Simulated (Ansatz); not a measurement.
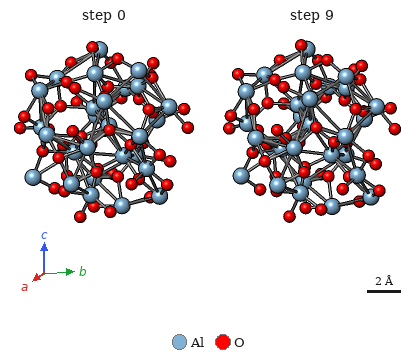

The structure of an amorphous cell of composition Al48O72 before (left) and after (right) a relaxation, at one scale.

The picture is a ball-and-stick view of the atoms within 5.8 Å of the atom that moves most (axes of the cell of the calculation (origin shifted)), seen slightly off an axis.

Level of theory: DFT, PBEsol, PAW, plane waves in Ansatz. Settings: plane-wave cutoff 420 eV; k-point mesh 1 × 1 × 1; no spin polarisation; atoms relaxed in a fixed cell; force threshold 0.03 eV/Å; at most 80 steps.

Question: What changed between the two?

Answer: The energy falls by 84.2 meV per atom in 9 geometry steps. The largest force component goes from 3.6 to 0.0087 eV/Å. An O atom moves most: 0.70 Å roughly along [1 −2 1]. Largest moves by element: O 0.70 Å, Al 0.55 Å. The cell doesn't change. Near-neighbour distances that change, for instance: Al–O 2.092 → 2.842 Å, Al–O 1.820 → 2.549 Å, Al–O 1.961 → 2.493 Å, Al–O 2.416 → 2.943 Å. Bonds break: Al–O (1.82 → 2.55 Å). Bond angles that change, for instance: O–Al–O 153.9° → 131.0°, Al–Al–Al 77.2° → 99.6°, Al–Al–O 102.3° → 124.1°. The run took 12 s on 1 × NVIDIA GB300 Max-Q with 8 threads of Arm Neoverse-V2, peak memory 1.9 GiB.
